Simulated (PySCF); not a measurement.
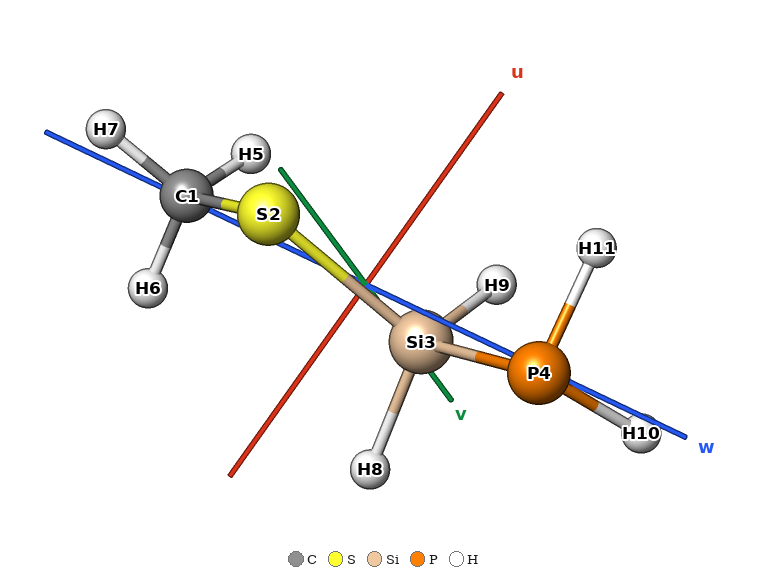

The lines u, v and w are the principal axes of the static dipole polarisability. Computed geometry: PBE0-D3(BJ)/def2-SVP optimisation. No frequency run is at hand to confirm it as a minimum. Level of theory: CAM-B3LYP/def2-SVPD in chloroform (IEF-PCM) (PySCF 2.14.0).

Question: Along which axis is the molecule most polarisable, and along which least?

Answer: Most along w (close to the long direction C1···P4), least along u.

Question: Give the three principal values.

Answer: u 96.7, v 109.1, w 144.9 bohr³; mean 116.9, anisotropy 43.3 bohr³.
